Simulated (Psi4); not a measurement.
## How methods differ on C4H8 (2-butene)

The species is C4H8 (12 atoms), meant as a singlet with charge 0. As SMILES, `C/C=C/C`. Geometry: optimised at PBE0/def2-TZVP.

```xyz
12

C    -1.6171    0.8531    0.6286
C    -0.4072    0.4805   -0.1571
C     0.4456   -0.4841    0.1650
C     1.6555   -0.8566   -0.6206
H    -2.5273    0.7485    0.0293
H    -1.5744    1.8984    0.9512
H    -1.7226    0.2278    1.5175
H    -0.2221    1.0546   -1.0648
H     0.2605   -1.0582    1.0727
H     2.5658   -0.7511   -0.0215
H     1.6134   -1.9021   -0.9425
H     1.7606   -0.2319   -1.5100
```

Each level gives the HOMO–LUMO gap (eV). The values are calculated.

```tsv
level	kind	program	value (eV)	CPU time
PBE-D4/def2-TZVPP (density fitting)	GGA	Psi4	5.48	2.7 min
r2SCAN-D4/def2-TZVPP (density fitting)	meta-GGA	Psi4	5.91	6.8 min
B3LYP-D4/def2-TZVPP (density fitting)	global hybrid	Psi4	7.18	2.4 min
PBE0-D4/def2-TZVPP (density fitting)	global hybrid	Psi4	7.64	2.8 min
wB97M-V/def2-TZVPP (density fitting)	range-separated hybrid	Psi4	11.98	7.8 min
```

The values span 5.48 to 11.98 eV. Orbital gaps aren't excitation energies; they tend to grow with the share of exact exchange. CPU times are rough (shared hosts, several kinds of processor): they show what a rung costs within a factor of a few.

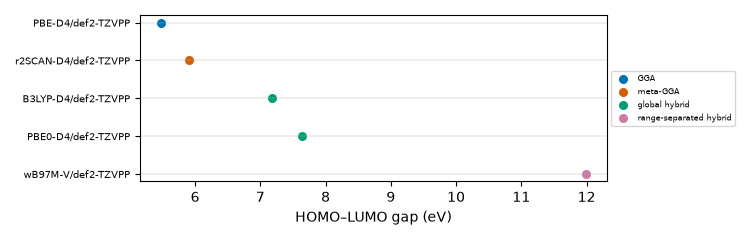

The values of the table, level by level.
